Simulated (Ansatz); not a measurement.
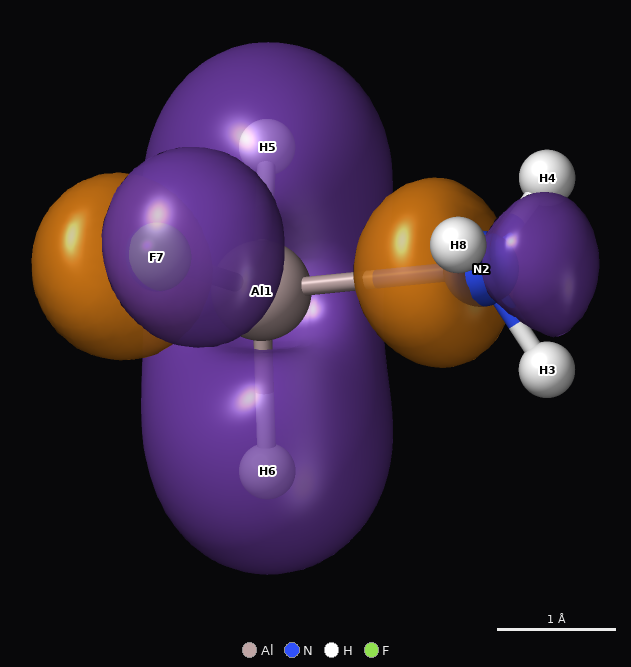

Figure. AlFH5N. The HOMO−1 at ±0.1 Å⁻³ᐟ² (orange and purple are the two phases), seen at a tilt.

Method: RKS PBE-D4/6-31G* (Ansatz 0.2.0).

```json
{"atom": "Al", "x (Å)": "-0.0613", "y (Å)": "0.4715", "z (Å)": "0.0044"}
{"atom": "N", "x (Å)": "-0.0348", "y (Å)": "0.2410", "z (Å)": "2.0793"}
{"atom": "H", "x (Å)": "-0.8079", "y (Å)": "-0.3344", "z (Å)": "2.4341"}
{"atom": "H", "x (Å)": "0.8462", "y (Å)": "-0.1500", "z (Å)": "2.4336"}
{"atom": "H", "x (Å)": "1.4128", "y (Å)": "-0.0578", "z (Å)": "-0.3876"}
{"atom": "H", "x (Å)": "-1.3777", "y (Å)": "-0.3770", "z (Å)": "-0.3877"}
{"atom": "F", "x (Å)": "-0.2540", "y (Å)": "2.1559", "z (Å)": "0.0469"}
{"atom": "H", "x (Å)": "-0.1402", "y (Å)": "1.1872", "z (Å)": "2.4690"}
```

Q: What is the character of this orbital?

A: Its weight (Hirshfeld) is mainly on F7 (about 35 %), Al1 (about 25 %), H5 (about 15 %), H6 (about 15 %) and N2 (about 10 %). Its energy is −7.15 eV.
